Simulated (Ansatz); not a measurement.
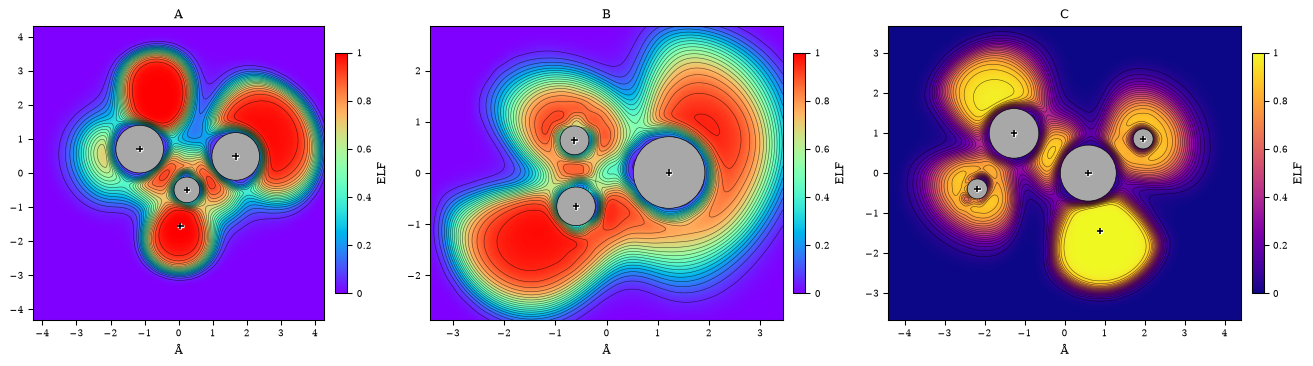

The electron localisation function of 3 systems, each on a plane through atoms (crosses mark nuclei in the plane; grey discs cover the cores).

Level of theory: isolated molecule in a Gaussian basis; Kohn-Sham density functional theory, functional PBE0 (Ansatz 0.2.0).

System 1: COSi (charge −1, doublet), the molecular plane. Geometry: r2SCAN-D4/def2-SVPD; the highest occupied orbital lies above zero, a sign that basis and functional describe the outermost electron poorly.

```
atom   x (Å)    y (Å)    z (Å)
   C  1.8691   0.2404   0.9947
   O  0.5928   0.2161   1.1762
  Si  1.0066  -0.0202  -0.7164
```

System 2: CH3Si2 (doublet), the plane of atoms Si2, C1 and Si3. Geometry: B3LYP/6-31G*.

```tsv
atom	x (Å)	y (Å)	z (Å)
C	-2.0026	1.6334	-0.5628
Si	-2.5698	3.0448	0.2761
Si	-1.3059	0.5604	0.7460
H	-1.8852	1.3647	-1.6097
H	0.1646	0.2755	0.6960
H	-1.6661	1.1410	2.0812
```

System 3: F2HPSi (SMILES F/[SiH]=P\F), the molecular plane. Geometry: B3LYP-D3(BJ)/6-311G**.

```xyz
5

F    -2.8908   -1.2250   -2.2972
F     0.7115    0.9015   -1.1827
P    -0.8672    0.7128   -0.6898
Si   -1.3898   -0.6337   -2.2215
H    -0.5681   -1.1752   -3.3220
```

Match each panel to its system.

Answer. Panel A is system 2, CH3Si2: the plane holds C, Si and H. C–Si (1.74 Å): the ELF peaks at about 0.90 between the atoms; a covalent bond. Panel B is system 1, COSi: the plane holds C, O and Si. C–O (1.29 Å): the ELF peaks at about 0.85 between the atoms; a polar covalent bond. Panel C is system 3, F2HPSi: the plane holds F, P, Si and H. Si–F (1.62 Å): the ELF peaks at about 0.85 in the valence shell of F, 0.6 Å from its nucleus, and is about 0.45 at the midpoint.
